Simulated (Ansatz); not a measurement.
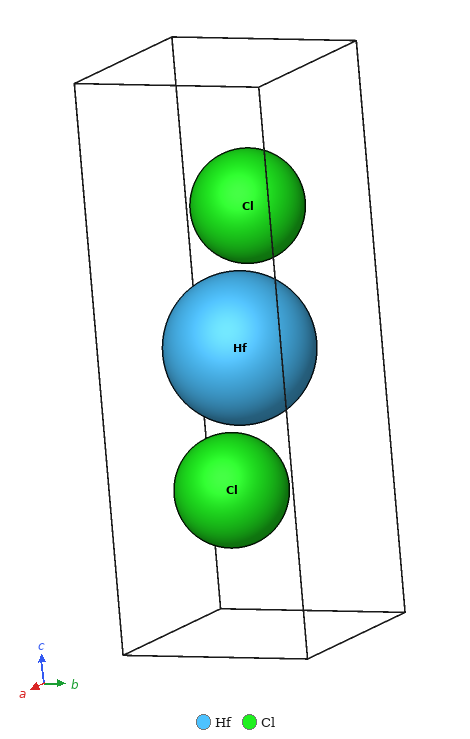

A spheres-only rendering, viewed slightly off an axis. One cell (the run's own, in a reduced setting) is outlined, and atoms on its boundary appear in each equivalent place.

```xyz
3
Lattice="-1.6207 2.8072 0.0000 -3.2414 0.0000 0.0000 -1.6207 0.9357 6.7135" Properties=species:S:1:pos:R:3 pbc="T T T"
Hf   -3.2414    1.8714    3.3568
Cl   -1.6207    0.9357    1.5422
Cl   -4.8621    2.8072    5.1713
```

Theory: Ansatz, DFT PBE+D3(BJ), scalar-relativistic, plane waves, PAW. Numerical settings: a kinetic-energy cutoff of 420 eV, k-points about 0.13 Å⁻¹ apart, Gaussian smearing of 0.1 eV, no spin polarisation.

Question: State the Bader charges by element.

Answer: Hf +1.43 e; Cl -0.71 e.

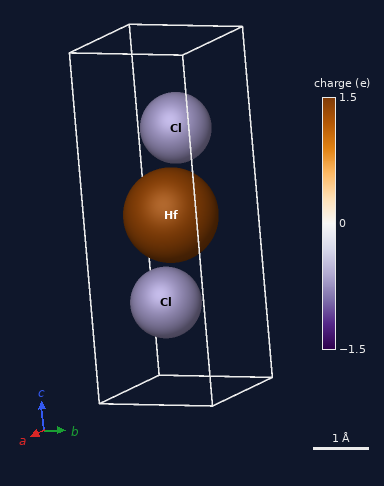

The atoms coloured by those charges.

Provenance: a structure type filled with these elements by a generator (whether the compound takes this form wasn't checked). Earlier steps of the study may have refined or changed the cell and positions. A calculation with Ansatz used it as input.
